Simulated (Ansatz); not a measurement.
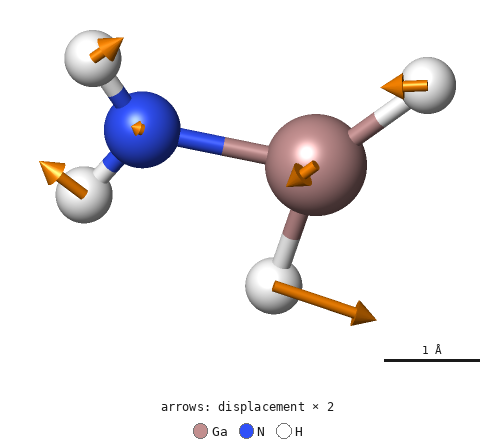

A relaxation of GaNH$_{4}$. The starting structure is drawn; orange arrows show the displacements, magnified 2 times. The two geometries are superimposed by the best rigid fit.

Style: ball-and-stick. Shown from a free direction.

The run prepares an end point of a later path (reaction) calculation, from a guessed geometry.

Computed with RKS PBE0/def2-SVP (Ansatz). Set-up: no spin polarisation; force threshold 0.03 eV/Å; at most 50 steps.

Describe the change and its energy.

Answer. After 5 geometry steps the energy has fallen by 50.3 kJ/mol. The largest force component goes from 1.6 to 0.013 eV/Å. The atom that moves furthest after the best rigid fit is an H atom (0.58 Å). By element the largest moves are H 0.58 Å, Ga 0.21 Å, N 0.07 Å. Among the contacts that change: Ga–N 1.867 → 1.811 Å, Ga–H 1.551 → 1.564 Å. Among the angles between lasting bonds that change: N–Ga–H 84.7° → 116.8°, H–Ga–H 147.1° → 126.5°, N–Ga–H 128.2° → 116.8°. The run took 13 s on 1 thread of Arm Neoverse V1, on a shared host, peak memory 0.12 GiB.
